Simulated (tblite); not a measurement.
# C3H12OSeSi2: the cost of one run

Computed with tblite 0.8.0 and PySCF 2.14.0, with density-fitted response routines of our own, on a single molecule in the gas phase. Atoms count from 0, in the outputs and in this text.

### 1 The molecule as given

19 atoms, charge 0, multiplicity 1; geometry from: force field or distance geometry start.

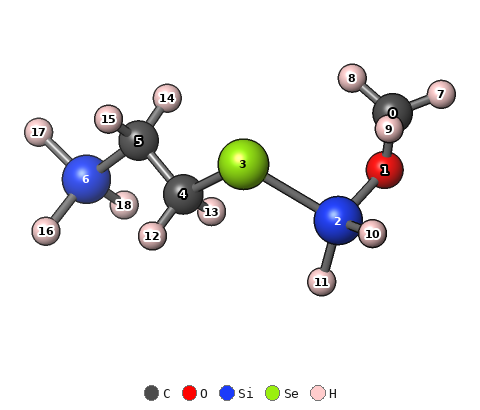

The starting geometry (carbon dark grey, oxygen red, silicon blue, selenium green, hydrogen pink), atoms numbered.

### 2 Relaxing the molecule with GFN2-xTB

Job settings and geometry (Å):

```
{"job": {"kind": "relax", "xc": "GFN2-xTB", "basis": "xTB"}, "charge": 0, "multiplicity": 1}
C      3.416400     0.575400    -0.658700
O      2.662100    -0.214000    -1.555900
Si     2.052800    -1.488500    -0.527700
Se     0.773200    -0.405200     1.022500
C     -1.041800    -0.408300     0.330000
C     -1.795400     0.853100     0.693800
Si    -3.481700     0.652200    -0.079200
H      4.289800     0.940000    -1.198000
H      2.781200     1.368200    -0.204800
H      3.755600    -0.100700     0.167100
H      3.148700    -2.232000     0.076900
H      1.180800    -2.402900    -1.253500
H     -1.637000    -1.282900     0.678500
H     -1.014300    -0.452500    -0.794700
H     -1.275900     1.778600     0.293000
H     -1.876200     1.013500     1.783000
H     -4.172700    -0.510600     0.543600
H     -4.349800     1.809600     0.227300
H     -3.425700     0.516400    -1.535500
```

On the command line:

```sh
OMP_NUM_THREADS=1 python probes_run.py task.json out
```

One launch serves the whole session: the jobs run in the order shown.

**Question.** How long does this first job take on 1 thread of Arm Neoverse N1, shared host, and how much memory does it need?

About 3.7 s, with a peak of 0.18 GiB.
